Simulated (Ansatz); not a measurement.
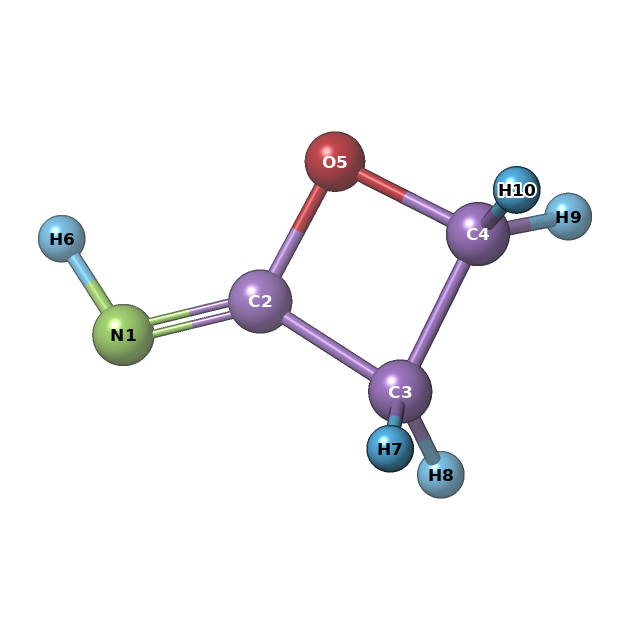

Distant atoms are faded towards the background colour. The geometry was computed by an optimisation with PBE-D4/def2-SVP. No frequency run is at hand to confirm it as a minimum.

**Find the stereocentres and stereogenic double bonds.**

Double bonds: N1=C2.

**Give the R/S and E/Z labels.**

N1=C2: Z.
